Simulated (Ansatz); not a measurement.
# Direct or indirect: ZnSe (F-43m)

```cif
data_structure
_symmetry_space_group_name_H-M 'P 1'
_symmetry_Int_Tables_number 1
_cell_length_a 4.0076
_cell_length_b 4.0076
_cell_length_c 4.0076
_cell_angle_alpha 60.000
_cell_angle_beta 60.000
_cell_angle_gamma 60.000
_cell_volume 45.51
loop_
_atom_site_label
_atom_site_type_symbol
_atom_site_fract_x
_atom_site_fract_y
_atom_site_fract_z
_atom_site_occupancy
Se1 Se 0.75000 0.75000 0.75000 1
Zn1 Zn 0.00000 0.00000 0.00000 1
```

Method: Ansatz, PBE, independent particles, without spin-orbit coupling, line width 0.15 eV (Gaussian). The band structure gives a fundamental gap of 1.29 eV. The spectrum of vertical transitions near the edge:

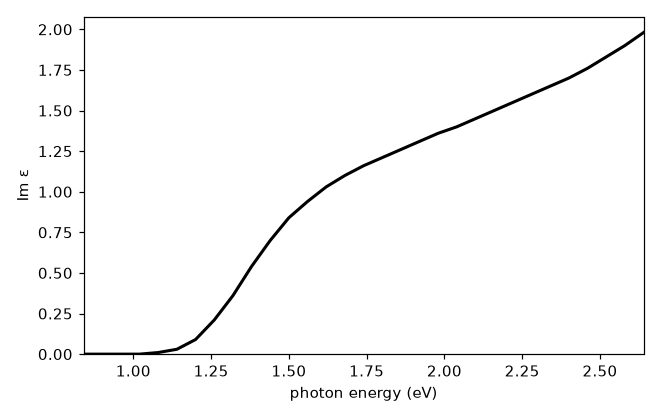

Is the gap direct or indirect, and about where do vertical transitions set in?

Direct: the band path has its least direct gap at the fundamental one, 1.29 eV, and the curves rise from there. Lines are broadened by 0.15 eV, which spreads the edge.

[Logs are printed without paths, hosts, clocks, repeated set-up lines and the standing remarks that a program may print on its own settings, such as how far it seeks lower states.]
